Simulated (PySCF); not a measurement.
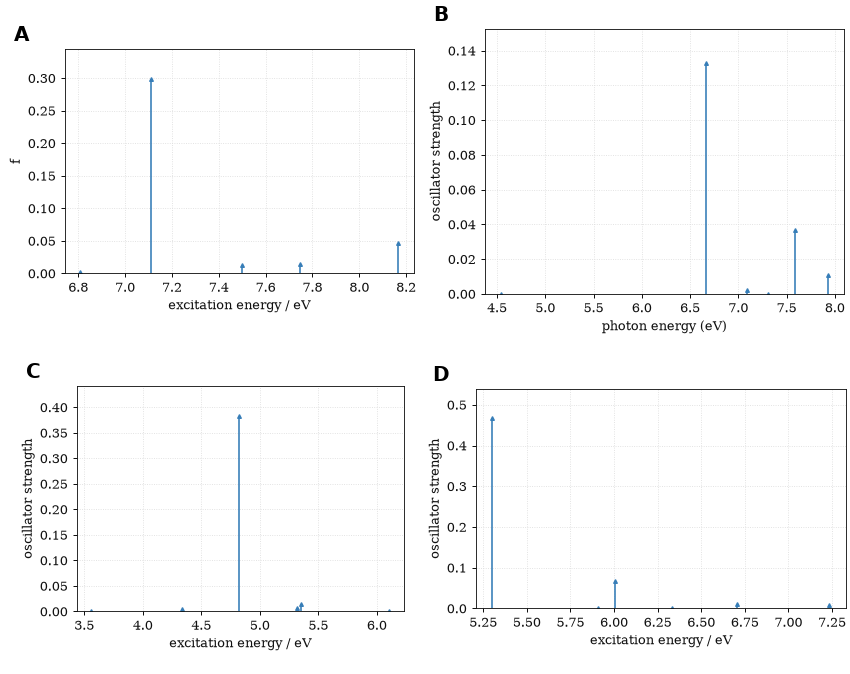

Vertical TDDFT excitations, PBE0/def2-SVPD with PySCF 2.14.0, at a GFN2-xTB geometry (no frequency check), gas phase. Each panel shows the lowest singlet states that were computed.

### Which panel belongs to which molecule?
1. BH₂Br, SMILES BBr
2. C₅H₆ClF, SMILES C=C(F)/C(Cl)=C\C
3. C₆H₅ClO, SMILES C=C(C#CC=O)CCl
4. C₃H₈BN, SMILES BN1C[C@@H]1C

A: 4 (S1 at 6.81 eV, brightest at 7.11 eV)
B: 1 (S1 at 4.54 eV, brightest at 6.67 eV)
C: 3 (S1 at 3.56 eV, brightest at 4.82 eV)
D: 2 (S1 at 5.30 eV, brightest at 5.30 eV)

Caveats, for all or some of the runs: core orbitals are frozen in the response; one conformer of a flexible molecule; spin-orbit coupling is left out, and with Br it can shift these levels and split any degenerate set; states above the negative HOMO energy depend on the basis; the tight-binding geometry is rougher than a DFT one and adds to the error.
